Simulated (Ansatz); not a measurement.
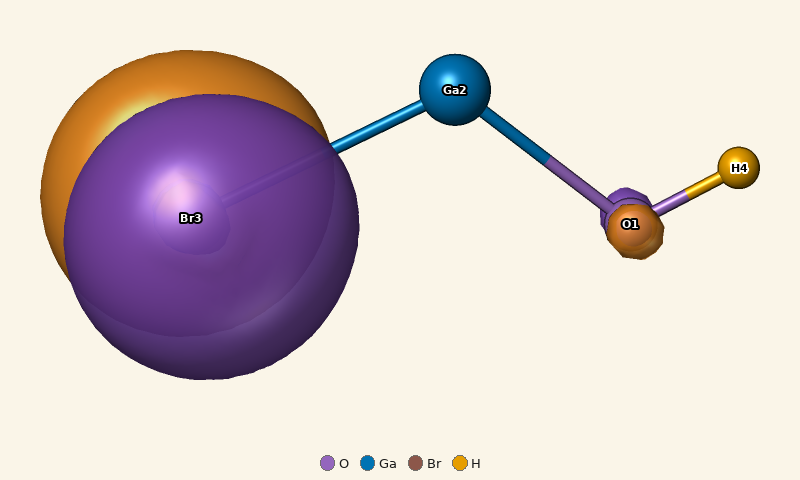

Figure 1: BrGaHO (SMILES [OH][Ga][Br]) (doublet). The HOMO−1 (β) at ±0.15 Å⁻³ᐟ² (orange and purple are the two phases), seen at a tilt.

Geometry: PBE0-D4/def2-TZVP.

Theory: isolated molecule in a Gaussian basis; Hartree-Fock in Ansatz 0.2.0.

```xyz
4

O    -0.9454    0.0455   -0.5278
Ga    0.6076    0.4416    0.2802
Br    1.8233   -1.3587    1.0757
H    -1.4299    0.8113   -0.8484
```

**Describe this orbital and give its energy.**

By Hirshfeld shares it lies mainly on Br3 (about 90 %); it changes sign across the molecular plane (π type). Its energy is −11.33 eV.
